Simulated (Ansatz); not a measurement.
# One shape, several levels: SiNH4 (SMILES [NH][SiH3])

Aim: a comparison of 6 runs (U-r2SCAN0/STO-3G, U-revPBE/STO-3G, UBHLYP/STO-3G, UPBE/STO-3G, USVWN5/STO-3G, RPA@PBE/STO-3G) of SiNH4. 

The results are computed with Ansatz 0.2.0.

46 further runs of the same task are left out: 46 set aside as unsound or not needed.

## (1) The structure to begin with

SiNH4: 6 atoms, total charge 0, spin state doublet. As SMILES, `[NH][SiH3]`. The Si2–N1 distance was set to 2.629 Å, away from the relaxed value. At this shape a bond of the SMILES string is far longer than usual.

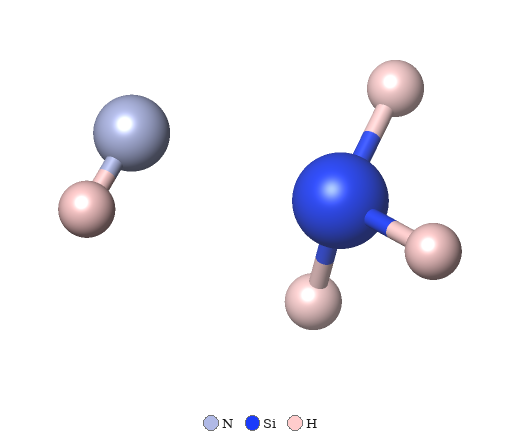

The structure, seen from a chosen angle (nitrogen light blue, silicon blue, hydrogen pink).

## (2) A single-point energy at U-r2SCAN0/STO-3G (run 1)

File job.yaml:

```yaml
crystal:
  periodic: [false, false, false]
  atoms:
    - {symbol: "N", position_ang: [0.989983, -1.426575, 1.419228]}
    - {symbol: Si, position_ang: [-0.203700, 0.347600, -0.110000]}
    - {symbol: H, position_ang: [1.320683, -2.232075, 0.882428]}
    - {symbol: H, position_ang: [-1.310600, -0.282300, -0.885500]}
    - {symbol: H, position_ang: [0.789500, 0.911800, -1.068900]}
    - {symbol: H, position_ang: [-0.748100, 1.434800, 0.736200]}
basis:
  gaussian:
    orbitals: STO-3G
magnetization:
  spin_polarized: true
  initial_magnetization: 1
hamiltonian:
  xc: {name: r2SCAN0}
accuracy: high
```

The run is started by

```
ansatz run job.yaml --threads 1 --pin off --max-ram 2610MiB --events-out events.jsonl --progress --plain --runs-dir runs
```

Standard output:

```text
Warning: RAYON_NUM_THREADS=1 ignored (pool sized by the plan → 1); use --threads N
Functional definition: r2SCAN0
  name "r2SCAN0"
  parameter a = 0.25
  parameter k0 = 0.174
  parameter k1 = 0.065
  parameter a1 = 4.9479
  exchange = (1 - a)*r2scan_x(k0 = k0, k1 = k1, a1 = a1) + a*exact_x
  correlation = r2scan_c
303 factors; integrals over basis functions are off by at most 1.1e-8 eV
mean field evaluation 1: about -9311.4647 eV, gradient 1.8e1 eV
mean field evaluation 2: about -9303.5508 eV, gradient 2.8e1 eV
mean field evaluation 4: about -9315.0868 eV, gradient 1.3e0 eV
mean field evaluation 8: about -9314.8819 eV, gradient 1.6e0 eV
mean field evaluation 16: about -9315.3965 eV, gradient 3.2e-5 eV
mean field evaluation 32: about -9315.3965 eV, gradient 3.4e-4 eV
mean field -9315.39651959 eV, -342.3345078925 hartree, gradient 1.7e-8 eV, S^2 1.294692; 2 other end points of the search recorded, 0 dependent functions left out
reference -9315.39652032 eV, -342.3345079194 hartree; 13, 12 occupied and 5, 6 virtual orbitals, 303 factors
Total energy: -9315.39652032 eV, -342.3345079194 hartree
```

It took 12 s on 1 thread of Arm Neoverse V1, shared host; peak memory 0.23 GiB.

## (3) A single-point energy at U-revPBE/STO-3G (run 2)

File in.yaml:

```yaml
crystal:
  periodic: [false, false, false]
  atoms:
    - {symbol: "N", position_ang: [0.989983, -1.426575, 1.419228]}
    - {symbol: Si, position_ang: [-0.203700, 0.347600, -0.110000]}
    - {symbol: H, position_ang: [1.320683, -2.232075, 0.882428]}
    - {symbol: H, position_ang: [-1.310600, -0.282300, -0.885500]}
    - {symbol: H, position_ang: [0.789500, 0.911800, -1.068900]}
    - {symbol: H, position_ang: [-0.748100, 1.434800, 0.736200]}
basis:
  gaussian: {orbitals: STO-3G}
magnetization: {spin_polarized: true, initial_magnetization: 1}
hamiltonian: {xc: {name: revPBE}}
accuracy: high
```

The run is started by

```
ansatz run in.yaml --threads 1 --pin off --max-ram 2610MiB --events-out events.jsonl --progress --plain --runs-dir runs
```

Standard output:

```text
Warning: RAYON_NUM_THREADS=1 ignored (pool sized by the plan → 1); use --threads N
Functional definition: revPBE
  name "revPBE"
  parameter kappa = 1.245
  parameter beta = 0.06672455060314922
  exchange = pbe_x(kappa = kappa, mu = beta*pi^2/3)
  correlation = pbe_c(beta = beta)
303 factors; integrals over basis functions are off by at most 1.1e-8 eV
mean field evaluation 1: about -9310.3030 eV, gradient 2.1e1 eV
mean field evaluation 2: about -9295.1252 eV, gradient 3.5e1 eV
mean field evaluation 4: about -9314.8435 eV, gradient 2.9e0 eV
mean field evaluation 8: about -9314.9597 eV, gradient 2.6e-1 eV
mean field evaluation 16: about -9314.8874 eV, gradient 8.1e-5 eV
mean field -9314.88739318 eV, -342.3157978420 hartree, gradient 3.0e-8 eV, S^2 0.893260; 2 other end points of the search recorded, 0 dependent functions left out
reference -9314.88739564 eV, -342.3157979324 hartree; 13, 12 occupied and 5, 6 virtual orbitals, 303 factors
Total energy: -9314.88739564 eV, -342.3157979324 hartree
```

It took 2 s on 1 thread of Arm Neoverse V1, shared host; peak memory 0.13 GiB.

Runs 3 to 4 aren't shown in full; the table further down has their settings and results.

## (4) A single-point energy at USVWN5/STO-3G (run 5)

File input.yaml:

```yaml
crystal:
  periodic: [false, false, false]
  atoms:
    - symbol: "N"
      position_ang: [0.989983, -1.426575, 1.419228]
    - symbol: Si
      position_ang: [-0.203700, 0.347600, -0.110000]
    - symbol: H
      position_ang: [1.320683, -2.232075, 0.882428]
    - symbol: H
      position_ang: [-1.310600, -0.282300, -0.885500]
    - symbol: H
      position_ang: [0.789500, 0.911800, -1.068900]
    - symbol: H
      position_ang: [-0.748100, 1.434800, 0.736200]
basis:
  gaussian: {orbitals: STO-3G}
magnetization: {spin_polarized: true, initial_magnetization: 1}
hamiltonian: {xc: {name: SVWN5}}
accuracy: high
```

The run is started by

```
ansatz run input.yaml --threads 1 --pin off --max-ram 2610MiB --events-out events.jsonl --progress --plain --runs-dir runs
```

Standard output:

```text
Warning: RAYON_NUM_THREADS=1 ignored (pool sized by the plan → 1); use --threads N
Functional definition: SVWN5
  name "SVWN5"
  exchange = slater_x
  correlation = vwn5_c
303 factors; integrals over basis functions are off by at most 1.1e-8 eV
mean field evaluation 1: about -9265.8038 eV, gradient 2.1e1 eV
mean field evaluation 2: about -9249.8542 eV, gradient 3.6e1 eV
mean field evaluation 4: about -9270.1601 eV, gradient 3.9e0 eV
mean field evaluation 8: about -9270.2633 eV, gradient 2.8e-1 eV
mean field evaluation 16: about -9270.2646 eV, gradient 2.7e-5 eV
mean field -9270.26456041 eV, -340.6759389840 hartree, gradient 2.4e-8 eV, S^2 0.841866; 0 other end points of the search recorded, 0 dependent functions left out
reference -9270.26456233 eV, -340.6759390547 hartree; 13, 12 occupied and 5, 6 virtual orbitals, 303 factors
Total energy: -9270.26456233 eV, -340.6759390547 hartree
```

Wall time 1.2 s (1 thread of Arm Neoverse V1, shared host); peak memory 0.11 GiB.

## (5) The energy at RPA@PBE/STO-3G (run 6)

File job.yaml:

```yaml
basis:
  gaussian:
    orbitals: STO-3G
crystal:
  periodic: [false, false, false]
  atoms:
    - symbol: N
      position_ang: [0.989983, -1.426575, 1.419228]
    - symbol: Si
      position_ang: [-0.203700, 0.347600, -0.110000]
    - symbol: H
      position_ang: [1.320683, -2.232075, 0.882428]
    - symbol: H
      position_ang: [-1.310600, -0.282300, -0.885500]
    - symbol: H
      position_ang: [0.789500, 0.911800, -1.068900]
    - symbol: H
      position_ang: [-0.748100, 1.434800, 0.736200]
magnetization:
  spin_polarized: true
  initial_magnetization: 1
hamiltonian:
  xc: {name: PBE}
correlation:
  method: rpa
  frozen_orbitals: {H: 0, "N": 1, Si: 5}
accuracy: high
```

The run is started by

```
ansatz run job.yaml --threads 1 --pin off --max-ram 2610MiB --events-out events.jsonl --progress --plain --runs-dir runs
```

Standard output, shortened:

```text
Warning: RAYON_NUM_THREADS=1 ignored (pool sized by the plan → 1); use --threads N
Functional definition: PBE
  name "PBE"
[...]
303 factors; integrals over basis functions are off by at most 1.1e-8 eV
[...]
mean field -9310.26967298 eV, -342.1460997546 hartree, gradient 5.3e-8 eV, S^2 0.873425; 4 other end points of the search recorded, 0 dependent functions left out
6 core orbitals not correlated: weight in the atoms' cores, before any rotation towards them, 0.999 or more for the frozen orbitals, at most 0.000 for the correlated occupied ones
reference -9292.01783511 eV, -341.4753570844 hartree; 7, 6 occupied and 5, 6 virtual orbitals, 303 factors
Total energy: -9297.93547043 eV, -341.6928261715 hartree
```

Run time: 2.9 s. Hardware: 1 thread of Arm Neoverse V1, shared host; peak memory 0.13 GiB.

## (6) The series

| run | level | frozen core orbitals | energy (Eh) | ⟨S²⟩ | wall time |
| --- | --- | --- | --- | --- | --- |
| 1 | U-r2SCAN0/STO-3G | – | -342.334508 | 1.295 | 12 s |
| 2 | U-revPBE/STO-3G | – | -342.315798 | 0.893 | 2 s |
| 3 | UBHLYP/STO-3G | – | -342.353724 | 1.354 | 3.9 s |
| 4 | UPBE/STO-3G | – | -342.146100 | 0.873 | 2 s |
| 5 | USVWN5/STO-3G | – | -340.675939 | 0.842 | 1.2 s |
| 6 | RPA@PBE/STO-3G | 6 | -341.692826 | 0.873 | 2.9 s |

## (7) Results

| quantity | value |
| --- | --- |
| run 6: total energy | -341.69283 Eh |
| run 6: RPA correlation energy (valence) | -217.5 mEh |
| run 6: ⟨S²⟩ of the reference determinant | 0.873 |

Totals of different functionals can't be ranked against each other. In runs 1, 2, 3, 4, 5, 6 the basis is minimal, so the values are rough. Spin contamination of the reference: run 3 ⟨S²⟩ = 1.35, run 1 ⟨S²⟩ = 1.29, run 2 ⟨S²⟩ = 0.89, run 6 ⟨S²⟩ = 0.87, run 4 ⟨S²⟩ = 0.87. Where it is this large, the reference is a mixture of spin states, and values that rest on it are in doubt. All runs together took 24 s, the longest 12 s.
